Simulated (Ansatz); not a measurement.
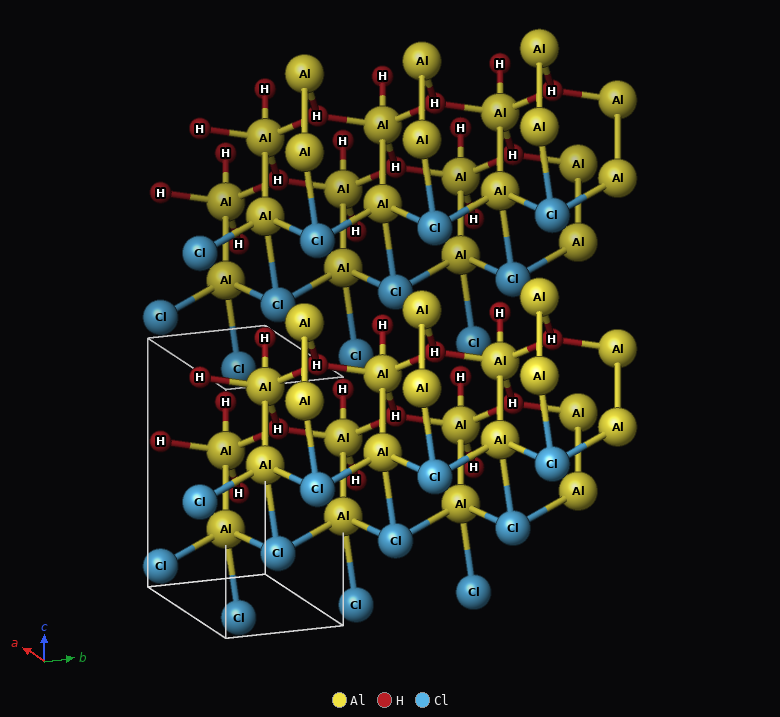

System Al2H2Cl (space group P3m1, No. 156); source of the atomic positions: the end point of a relaxation with DFT PBE+D3(BJ), scalar-relativistic, plane waves, PAW (Ansatz 0.2.0); the starting structure was generated, so it need not be a known form of this composition.

Bonds are taken as Al–Al below 2.9 Å, Al–Cl below 2.8 Å and Al–H below 2.1 Å. The graph is simplified in the usual way: terminal and isolated atoms are pruned, two-connected atoms become edges.

### What kind of net remains, and which atoms are its nodes?

A binodal (3,4)-connected, two-periodic (layers) net: H(1b) and Cl are 3-connected nodes; Al is a 4-connected node, in the ratio 1:1. H(1a) drops out.

### How do the layers lie?

The layers lie parallel to (001).

### How many nodes does the smallest cycle have?

Six.
